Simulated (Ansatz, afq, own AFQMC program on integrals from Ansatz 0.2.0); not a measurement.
# TiH+ (singlet): AFQMC on the coupled-cluster ladder, def2-TZVP, part 1 of 2

Aim: compute TiH+ (singlet) with auxiliary-field quantum Monte Carlo on the same integrals as coupled cluster, and set the energies side by side.

Computed with Ansatz 0.2.0, Gaussian basis, and an in-house AFQMC program (afq) on its integrals; all values are calculated. Level: def2-TZVP, frozen cores.

The runs, in order: Full CI; CCSD(T) on RHF; PBE (unrestricted); Full CI; CCSDT(Q) on RHF; r2SCAN (unrestricted); PBE0 (unrestricted); CCSD(T) on RHF; B3LYP (unrestricted); CCSD(T) on RHF; wB97M-V (unrestricted); B2PLYP (unrestricted); Phaseless AFQMC, CISD trial on RHF; Free-projection AFQMC, CISD trial on RHF; UHF; CCSD(T) on UHF; Full CI; Full CI (triplet); CCSDT(Q) on UHF; Free-projection AFQMC, CISD trial on UHF.

3 further runs of the same task are left out: 3 that didn't finish. Runs told in other sessions of the task aren't counted.

## Step 1: The geometry

The geometry is a PBE0/def2-TZVP stationary point (not a proven minimum) of the parent state, kept for this charge and spin.

2 atoms, charge 1, spin multiplicity 1.

Atoms are counted from 1 here; the program's logs count them from 0.

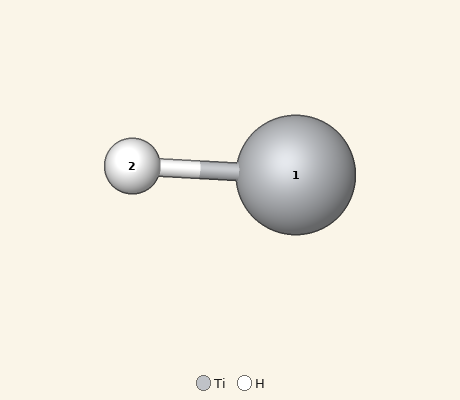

The geometry (titanium light grey, hydrogen white); atoms are numbered from 1 in the order of the file.

As a file:

```xyz
2
charge 1, multiplicity 1
Ti    0.00000    0.00000    0.00000
H     0.00000    0.00000    1.75668
```

## Step 2: Full CI

Input file in.yaml:

```yaml
crystal:
  periodic: [false, false, false]
  atoms:
    - {symbol: Ti, position_ang: [0.000000, 0.000000, 0.000000]}
    - {symbol: H, position_ang: [0.000000, 0.000000, 1.756681]}
basis:
  gaussian: {orbitals: def2-TZVP}
total_charge: 1
correlation: {method: fci, electrons: outside_noble_gas}
```

The run is started by

```
ansatz run in.yaml --threads 1 --pin off --events-out ev --progress --plain --max-ram 24576MiB --backend cuda --devices 0, --max-vram 18GiB
```

Output (excerpt; [...] marks lines left out):

```text
Functional definition: HF
  name "HF"
  cite "Fock, Z. Phys. 61, 126 (1930) doi:10.1007/BF01340294"
  parent pbe
[...]
759 factors; integrals over basis functions are off by at most 2.3e-7 eV
[...]
mean field -23093.29141978 eV, -848.6628064817 hartree, gradient 1.9e-6 eV, S^2 0.000000; 14 other end points of the search recorded, 0 dependent functions left out; unrestricted orbitals would lower it
[...]
determinant -23093.29141978 eV, -848.6628064817 hartree, with singles and doubles -23095.26732339 eV, -848.7354196002 hartree
determinant -23092.75298267 eV, -848.6430192829 hartree, with singles and doubles -23094.84833818 eV, -848.7200221776 hartree
determinant -23092.37329924 eV, -848.6290661743 hartree, with singles and doubles -23094.50177147 eV, -848.7072860861 hartree
determinant -23093.29141978 eV, -848.6628064817 hartree, with singles and doubles -23095.32658285 eV, -848.7375973452 hartree
determinant -23092.75298267 eV, -848.6430192829 hartree, with singles and doubles -23095.10190499 eV, -848.7293405859 hartree
unrestricted determinant -23094.53979586 eV, -848.7086834564 hartree, S^2 1.0024
9 core orbitals not correlated: weight in the atoms' cores, before any rotation towards them, 0.999 or more for the frozen orbitals, at most 0.000 for the correlated occupied ones
reference -23093.29141978 eV, -848.6628064817 hartree; 2, 2 occupied and 40, 40 virtual orbitals, 759 factors
state -23095.52603553 eV, -848.7449270961 hartree
Total energy: -23095.52603553 eV, -848.7449270961 hartree
```

Run time: 10 s. Hardware: 1 × NVIDIA H100 80GB HBM3 with 1 thread of AMD EPYC 7R13 (Zen 3), shared host; peak host memory 1.6 GiB.

From the report: 188,297 determinants, symmetry A1.

## Step 3: CCSD(T) on RHF

in.yaml: that of step 2 with these lines changed.

```diff
@@ -8,2 +8,3 @@
 total_charge: 1
-correlation: {method: fci, electrons: outside_noble_gas}
+magnetization: {spin_polarized: false}
+correlation: {method: ccsd_t, electrons: outside_noble_gas, hamiltonian_folder: ham}
```

Same command.

Output (excerpt; [...] marks lines left out):

```text
Functional definition: HF
  name "HF"
  cite "Fock, Z. Phys. 61, 126 (1930) doi:10.1007/BF01340294"
  parent pbe
[...]
452 factors; integrals over basis functions are off by at most 1.3e-3 eV
[...]
mean field -23093.29141734 eV, -848.6628063920 hartree, gradient 4.9e-6 eV, S^2 0.000000; 14 other end points of the search recorded, 0 dependent functions left out; unrestricted orbitals would lower it
[...]
determinant -23093.29141734 eV, -848.6628063920 hartree, with singles and doubles -23095.26731170 eV, -848.7354191704 hartree
determinant -23092.75298011 eV, -848.6430191889 hartree, with singles and doubles -23094.84832947 eV, -848.7200218575 hartree
determinant -23092.37329845 eV, -848.6290661452 hartree, with singles and doubles -23094.50176306 eV, -848.7072857768 hartree
determinant -23093.29141734 eV, -848.6628063920 hartree, with singles and doubles -23095.32657521 eV, -848.7375970642 hartree
determinant -23092.75298011 eV, -848.6430191889 hartree, with singles and doubles -23095.10191313 eV, -848.7293408852 hartree
[...]
unrestricted determinant -23094.53979226 eV, -848.7086833243 hartree, S^2 1.0024
9 core orbitals not correlated: weight in the atoms' cores, before any rotation towards them, 0.999 or more for the frozen orbitals, at most 0.000 for the correlated occupied ones
reference -23093.29141734 eV, -848.6628063920 hartree; 2, 2 occupied and 40, 40 virtual orbitals, 452 factors
second order -1.29101541 eV of doubles, -0.00000000 eV of singles
cycle   1  -2.03515618 eV  change    1.7e-6 eV  update   6.2e-6
[...]
cycle  13  -2.03512221 eV  change    9.2e-7 eV  update   4.8e-7
perturbative correction -0.10868868 eV, -0.0039942352 hartree
Total energy: -23095.43522823 eV, -848.7415899891 hartree
```

Run time: 12 s. Hardware: 1 × NVIDIA H100 80GB HBM3 with 1 thread of AMD EPYC 7R13 (Zen 3), shared host; peak host memory 1.6 GiB.

From the report: correlation -2.1438 eV; T1 0.031; largest double amplitude 0.17.

This run also writes the integrals to the folder ham.

## Step 4: PBE (unrestricted)

in.yaml: that of step 3 with these lines changed.

```diff
@@ -8,3 +8,4 @@
 total_charge: 1
-magnetization: {spin_polarized: false}
-correlation: {method: ccsd_t, electrons: outside_noble_gas, hamiltonian_folder: ham}
+magnetization: {spin_polarized: true, initial_magnetization: 0}
+hamiltonian: {xc: {name: PBE}}
+output: {orbitals: {seedname: orbitals}}
```

The run is started by

```
ansatz run in.yaml --threads 1 --pin off --events-out ev --progress --plain --max-ram 8192MiB --backend cpu
```

Output (excerpt; [...] marks lines left out):

```text
Functional definition: PBE
  name "PBE"
  cite "Perdew, Burke & Ernzerhof, Phys. Rev. Lett. 77, 3865 (1996) doi:10.1103/PhysRevLett.77.3865"
  parent pbe
[...]
457 factors; their error is unknown
[...]
mean field -23114.58092688 eV, -849.4451814370 hartree, gradient 6.0e-6 eV, S^2 1.000851; 13 other end points of the search recorded, 0 dependent functions left out
reference -23114.58096659 eV, -849.4451828963 hartree; 11, 11 occupied and 40, 40 virtual orbitals, 457 factors
Total energy: -23114.58096659 eV, -849.4451828963 hartree
```

Run time: 12 s. Hardware: 1 thread of AMD EPYC 7R13 (Zen 3), shared host; peak memory 1.6 GiB.

From the report: ⟨S²⟩ of the determinant 1.001 (pure singlet: 0.00). The determinant of PBE (⟨S²⟩ 1.00) is far from a pure spin state, so its energy mixes those of several spin states; that is harmless only where they are near-degenerate.

## Step 5: Full CI

Input file in.yaml:

```yaml
hamiltonian:
  integrals:
    folder: ../ham
correlation: {method: fci}
```

The run is started by

```
ansatz run in.yaml --threads 1 --pin off --events-out ev --progress --plain --max-ram 24576MiB --backend cuda --devices 0, --max-vram 18GiB
```

Output:

```text
Functional definition: HF
  name "HF"
  cite "Fock, Z. Phys. 61, 126 (1930) doi:10.1007/BF01340294"
  parent pbe
  exchange = exact_x
  correlation = 0
reference -23093.29141734 eV, -848.6628063920 hartree; 2, 2 occupied and 40, 40 virtual orbitals, 452 factors
state -23095.52603142 eV, -848.7449269449 hartree
Total energy: -23095.52603142 eV, -848.7449269449 hartree
```

It took 6 s on 1 × NVIDIA H100 80GB HBM3 with 1 thread of AMD EPYC 7R13 (Zen 3), shared host; peak host memory 1.6 GiB.

From the report: 188,297 determinants.

## Step 6: CCSDT(Q) on RHF

Input file in.yaml:

```yaml
crystal:
  periodic: [false, false, false]
  atoms:
    - {symbol: Ti, position_ang: [0.000000, 0.000000, 0.000000]}
    - {symbol: H, position_ang: [0.000000, 0.000000, 1.756681]}
basis:
  gaussian: {orbitals: def2-TZVP}
total_charge: 1
magnetization: {spin_polarized: false}
correlation: {method: ccsdt_q, electrons: outside_noble_gas}
```

The command is unchanged.

Output (excerpt; [...] marks lines left out):

```text
Functional definition: HF
  name "HF"
  cite "Fock, Z. Phys. 61, 126 (1930) doi:10.1007/BF01340294"
  parent pbe
[...]
759 factors; integrals over basis functions are off by at most 2.3e-7 eV
[...]
mean field -23093.29141978 eV, -848.6628064817 hartree, gradient 1.9e-6 eV, S^2 0.000000; 14 other end points of the search recorded, 0 dependent functions left out; unrestricted orbitals would lower it
[...]
determinant -23093.29141978 eV, -848.6628064817 hartree, with singles and doubles -23095.26732345 eV, -848.7354196024 hartree
determinant -23092.75298267 eV, -848.6430192829 hartree, with singles and doubles -23094.84833811 eV, -848.7200221751 hartree
determinant -23092.37329924 eV, -848.6290661743 hartree, with singles and doubles -23094.50177116 eV, -848.7072860745 hartree
determinant -23093.29141978 eV, -848.6628064817 hartree, with singles and doubles -23095.32657601 eV, -848.7375970939 hartree
determinant -23092.75298267 eV, -848.6430192829 hartree, with singles and doubles -23095.10190768 eV, -848.7293406849 hartree
unrestricted determinant -23094.53979588 eV, -848.7086834573 hartree, S^2 1.0024
9 core orbitals not correlated: weight in the atoms' cores, before any rotation towards them, 0.999 or more for the frozen orbitals, at most 0.000 for the correlated occupied ones
reference -23093.29141978 eV, -848.6628064817 hartree; 2, 2 occupied and 40, 40 virtual orbitals, 759 factors
second order -1.29102760 eV of doubles, -0.00000000 eV of singles
cycle   1  -1.55245692 eV  change   -2.6e-1 eV  update   6.0e-2
[...]
cycle  41  -2.22147401 eV  change   -2.8e-7 eV  update   2.0e-7
perturbative correction -0.01223364 eV, -0.0004495779 hartree
Total energy: -23095.52512742 eV, -848.7448937235 hartree
```

Wall time 15 s (1 × NVIDIA H100 80GB HBM3 with 1 thread of AMD EPYC 7R13 (Zen 3), shared host); peak host memory 1.6 GiB.

From the report: correlation -2.2337 eV; T1 0.030; largest double amplitude 0.38.

## Step 7: r2SCAN (unrestricted)

in.yaml: that of step 6 with these lines changed.

```diff
@@ -8,3 +8,3 @@
 total_charge: 1
-magnetization: {spin_polarized: false}
-correlation: {method: ccsdt_q, electrons: outside_noble_gas}
+magnetization: {spin_polarized: true, initial_magnetization: 0}
+hamiltonian: {xc: {name: r2SCAN}}
```

The run is started by

```
ansatz run in.yaml --threads 1 --pin off --events-out ev --progress --plain --max-ram 8192MiB --backend cpu
```

Output (excerpt; [...] marks lines left out):

```text
Functional definition: r2SCAN
  name "r2SCAN"
  cite "Furness, Kaplan, Ning, Perdew & Sun, J. Phys. Chem. Lett. 11, 8208 (2020) doi:10.1021/acs.jpclett.0c02405"
  cite "Furness, Kaplan, Ning, Perdew & Sun, J. Phys. Chem. Lett. 11, 9248 (2020) doi:10.1021/acs.jpclett.0c03077"
  parent r2scan
[...]
457 factors; their error is unknown
[...]
mean field -23119.85826064 eV, -849.6391198758 hartree, gradient 6.9e-6 eV, S^2 1.004221; 6 other end points of the search recorded, 0 dependent functions left out
reference -23119.85827512 eV, -849.6391204080 hartree; 11, 11 occupied and 40, 40 virtual orbitals, 457 factors
Total energy: -23119.85827512 eV, -849.6391204080 hartree
```

Wall time 21 s (1 thread of AMD EPYC 7R13 (Zen 3), shared host); peak memory 1.6 GiB.

From the report: ⟨S²⟩ of the determinant 1.004 (pure singlet: 0.00). The determinant of r2SCAN (⟨S²⟩ 1.00) is far from a pure spin state, so its energy mixes those of several spin states; that is harmless only where they are near-degenerate.

## Step 8: PBE0 (unrestricted)

in.yaml: that of step 7 with these lines changed.

```diff
@@ -9,2 +9,3 @@
 magnetization: {spin_polarized: true, initial_magnetization: 0}
-hamiltonian: {xc: {name: r2SCAN}}
+hamiltonian: {xc: {name: PBE0}}
+output: {orbitals: {seedname: orbitals}}
```

Launched as before.

Output (excerpt; [...] marks lines left out):

```text
Functional definition: PBE0
  name "PBE0"
  cite "Adamo & Barone, J. Chem. Phys. 110, 6158 (1999) doi:10.1063/1.478522"
  cite "Perdew, Burke & Ernzerhof, Phys. Rev. Lett. 77, 3865 (1996) doi:10.1103/PhysRevLett.77.3865"
  parent pbe
[...]
510 factors; their error is unknown
[...]
mean field -23115.51498345 eV, -849.4795073831 hartree, gradient 6.5e-6 eV, S^2 1.001167; 9 other end points of the search recorded, 0 dependent functions left out
reference -23115.51501053 eV, -849.4795083783 hartree; 11, 11 occupied and 40, 40 virtual orbitals, 510 factors
Total energy: -23115.51501053 eV, -849.4795083783 hartree
```

It took 4.9 s on 1 thread of AMD EPYC 7R13 (Zen 3), shared host; peak memory 1.6 GiB.

From the report: ⟨S²⟩ of the determinant 1.001 (pure singlet: 0.00). The determinant of PBE0 (⟨S²⟩ 1.00) is far from a pure spin state, so its energy mixes those of several spin states; that is harmless only where they are near-degenerate.

## Step 9: CCSD(T) on RHF

Input file in.yaml:

```yaml
crystal:
  periodic: [false, false, false]
  atoms:
    - {symbol: Ti, position_ang: [0.000000, 0.000000, 0.000000]}
    - {symbol: H, position_ang: [0.000000, 0.000000, 1.756681]}
basis:
  gaussian: {orbitals: def2-TZVPP}
total_charge: 1
magnetization: {spin_polarized: false}
correlation: {method: ccsd_t, electrons: outside_noble_gas}
```

The run is started by

```
ansatz run in.yaml --threads 1 --pin off --events-out ev --progress --plain --max-ram 24576MiB --backend cuda --devices 0, --max-vram 18GiB
```

Output (excerpt; [...] marks lines left out):

```text
Functional definition: HF
  name "HF"
  cite "Fock, Z. Phys. 61, 126 (1930) doi:10.1007/BF01340294"
  parent pbe
[...]
510 factors; integrals over basis functions are off by at most 1.2e-3 eV
[...]
mean field -23093.35433987 eV, -848.6651187525 hartree, gradient 3.0e-6 eV, S^2 0.000000; 15 other end points of the search recorded, 0 dependent functions left out; unrestricted orbitals would lower it
[...]
determinant -23093.35433987 eV, -848.6651187525 hartree, with singles and doubles -23095.53085751 eV, -848.7451043004 hartree
determinant -23092.82577378 eV, -848.6456943070 hartree, with singles and doubles -23095.07476678 eV, -848.7283432751 hartree
determinant -23092.43721213 eV, -848.6314149296 hartree, with singles and doubles -23094.73226963 eV, -848.7157567370 hartree
determinant -23093.35433987 eV, -848.6651187525 hartree, with singles and doubles -23095.57281856 eV, -848.7466463405 hartree
determinant -23092.82577378 eV, -848.6456943070 hartree, with singles and doubles -23095.32565633 eV, -848.7375632962 hartree
[...]
unrestricted determinant -23094.62760302 eV, -848.7119103102 hartree, S^2 1.0032
9 core orbitals not correlated: weight in the atoms' cores, before any rotation towards them, 0.999 or more for the frozen orbitals, at most 0.000 for the correlated occupied ones
reference -23093.35433987 eV, -848.6651187525 hartree; 2, 2 occupied and 67, 67 virtual orbitals, 510 factors
second order -1.51629470 eV of doubles, -0.00000000 eV of singles
cycle   1  -2.21847820 eV  change    4.9e-7 eV  update   8.2e-6
[...]
cycle  11  -2.21844484 eV  change    1.2e-6 eV  update   1.2e-6
perturbative correction -0.10770278 eV, -0.0039580042 hartree
Total energy: -23095.68048749 eV, -848.7506031008 hartree
```

It took 10 s on 1 × NVIDIA H100 80GB HBM3 with 1 thread of AMD EPYC 7R13 (Zen 3), shared host; peak host memory 1.6 GiB.

From the report: correlation -2.3261 eV; T1 0.029; largest double amplitude 0.16.

## Step 10: B3LYP (unrestricted)

Input file in.yaml:

```yaml
crystal:
  periodic: [false, false, false]
  atoms:
    - {symbol: Ti, position_ang: [0.000000, 0.000000, 0.000000]}
    - {symbol: H, position_ang: [0.000000, 0.000000, 1.756681]}
basis:
  gaussian: {orbitals: def2-TZVP}
total_charge: 1
magnetization: {spin_polarized: true, initial_magnetization: 0}
hamiltonian: {xc: {name: B3LYP}}
```

The run is started by

```
ansatz run in.yaml --threads 1 --pin off --events-out ev --progress --plain --max-ram 8192MiB --backend cpu
```

Output (excerpt; [...] marks lines left out):

```text
Functional definition: B3LYP
  name "B3LYP"
  cite "Stephens, Devlin, Chabalowski & Frisch, J. Phys. Chem. 98, 11623 (1994) doi:10.1021/j100096a001"
  cite "Becke, Phys. Rev. A 38, 3098 (1988) doi:10.1103/PhysRevA.38.3098"
  cite "Lee, Yang & Parr, Phys. Rev. B 37, 785 (1988) doi:10.1103/PhysRevB.37.785"
  cite "Vosko, Wilk & Nusair, Can. J. Phys. 58, 1200 (1980) doi:10.1139/p80-159"
[...]
507 factors; their error is unknown
[...]
mean field -23121.55211083 eV, -849.7013677220 hartree, gradient 8.8e-6 eV, S^2 1.000975; 12 other end points of the search recorded, 0 dependent functions left out
reference -23121.55229834 eV, -849.7013746129 hartree; 11, 11 occupied and 40, 40 virtual orbitals, 507 factors
Total energy: -23121.55229834 eV, -849.7013746129 hartree
```

Run time: 10 s. Hardware: 1 thread of AMD EPYC 7R13 (Zen 3), shared host; peak memory 1.6 GiB.

From the report: ⟨S²⟩ of the determinant 1.001 (pure singlet: 0.00). The determinant of B3LYP (⟨S²⟩ 1.00) is far from a pure spin state, so its energy mixes those of several spin states; that is harmless only where they are near-degenerate.

## Step 11: CCSD(T) on RHF

Input file in.yaml:

```yaml
crystal:
  periodic: [false, false, false]
  atoms:
    - {symbol: Ti, position_ang: [0.000000, 0.000000, 0.000000]}
    - {symbol: H, position_ang: [0.000000, 0.000000, 1.756681]}
basis:
  gaussian: {orbitals: "def2-QZVPP.json"}
total_charge: 1
magnetization: {spin_polarized: false}
correlation: {method: ccsd_t, electrons: outside_noble_gas}
```

The run is started by

```
ansatz run in.yaml --threads 1 --pin off --events-out ev --progress --plain --max-ram 24576MiB --backend cuda --devices 0, --max-vram 18GiB
```

Output (excerpt; [...] marks lines left out):

```text
Functional definition: HF
  name "HF"
  cite "Fock, Z. Phys. 61, 126 (1930) doi:10.1007/BF01340294"
  parent pbe
[...]
796 factors; integrals over basis functions are off by at most 6.6e-4 eV
[...]
mean field -23093.80386089 eV, -848.6816383454 hartree, gradient 2.5e-6 eV, S^2 0.000000; 13 other end points of the search recorded, 0 dependent functions left out; unrestricted orbitals would lower it
[...]
determinant -23093.80386089 eV, -848.6816383454 hartree, with singles and doubles -23096.08391731 eV, -848.7654288733 hartree
determinant -23093.27132358 eV, -848.6620679600 hartree, with singles and doubles -23095.62373271 eV, -848.7485174009 hartree
determinant -23092.89324179 eV, -848.6481737106 hartree, with singles and doubles -23095.29029562 eV, -848.7362638142 hartree
determinant -23093.80386089 eV, -848.6816383454 hartree, with singles and doubles -23096.09209798 eV, -848.7657295074 hartree
determinant -23093.27132358 eV, -848.6620679600 hartree, with singles and doubles -23095.83352185 eV, -848.7562270097 hartree
unrestricted determinant -23095.08404344 eV, -848.7286841862 hartree, S^2 1.0035
9 core orbitals not correlated: weight in the atoms' cores, before any rotation towards them, 0.999 or more for the frozen orbitals, at most 0.000 for the correlated occupied ones
reference -23093.80386089 eV, -848.6816383454 hartree; 2, 2 occupied and 112, 112 virtual orbitals, 796 factors
second order -1.61953379 eV of doubles, -0.00000000 eV of singles
cycle   1  -2.28823391 eV  change    3.2e-6 eV  update   7.8e-6
[...]
cycle   7  -2.28818872 eV  change    6.7e-7 eV  update   2.0e-6
perturbative correction -0.10992703 eV, -0.0040397440 hartree
Total energy: -23096.20197665 eV, -848.7697674738 hartree
```

It took 14 s on 1 × NVIDIA H100 80GB HBM3 with 1 thread of AMD EPYC 7R13 (Zen 3), shared host; peak host memory 1.6 GiB.

From the report: correlation -2.3981 eV; T1 0.029; largest double amplitude 0.15.

## Step 12: wB97M-V (unrestricted)

Input file in.yaml:

```yaml
crystal:
  periodic: [false, false, false]
  atoms:
    - {symbol: Ti, position_ang: [0.000000, 0.000000, 0.000000]}
    - {symbol: H, position_ang: [0.000000, 0.000000, 1.756681]}
basis:
  gaussian: {orbitals: def2-TZVP}
total_charge: 1
magnetization: {spin_polarized: true, initial_magnetization: 0}
hamiltonian: {xc: {name: wB97M-V}}
output: {orbitals: {seedname: orbitals}}
```

The run is started by

```
ansatz run in.yaml --threads 1 --pin off --events-out ev --progress --plain --max-ram 8192MiB --backend cpu
```

Output (excerpt; [...] marks lines left out):

```text
Functional definition: wB97M-V
  name "wB97M-V"
  cite "Mardirossian & Head-Gordon, J. Chem. Phys. 144, 214110 (2016) doi:10.1063/1.4952647"
  cite "Becke, J. Chem. Phys. 107, 8554 (1997) doi:10.1063/1.475007"
  cite "Vydrov & Van Voorhis, J. Chem. Phys. 133, 244103 (2010) doi:10.1063/1.3521275"
  # Of w^i u^j: cxij and so on, Table III.
[...]
  gx(w, u) = 1 - cx + cx01*u + cx10*w
  gss(w, u) = css00 + css04*u^4 + css10*w + css20*w^2 + css43*w^4*u^3
  gos(w, u) = cos00 + cos10*w + (cos20 + cos21*u)*w^2 + (cos60 + cos61*u)*w^6
[...]
      + integral(e_c_pw_mod_opposite_spin*gos(b97_w_opposite, b97_u_opposite)) + vv10(b, c)
495 factors; their error is unknown
112 factors; integrals over basis functions are off by at most 3.4e-4 eV
[...]
mean field -23119.46814052 eV, -849.6247832257 hartree, gradient 8.2e-6 eV, S^2 1.000584; 9 other end points of the search recorded, 0 dependent functions left out
reference -23119.46818271 eV, -849.6247847761 hartree; 11, 11 occupied and 40, 40 virtual orbitals, 495 factors
Total energy: -23119.46818271 eV, -849.6247847761 hartree
```

It took 41 s on 1 thread of AMD EPYC 7R13 (Zen 3), shared host; peak memory 1.6 GiB.

From the report: ⟨S²⟩ of the determinant 1.001 (pure singlet: 0.00). The determinant of wB97M-V (⟨S²⟩ 1.00) is far from a pure spin state, so its energy mixes those of several spin states; that is harmless only where they are near-degenerate.

(Continued in part 2 of 2.)
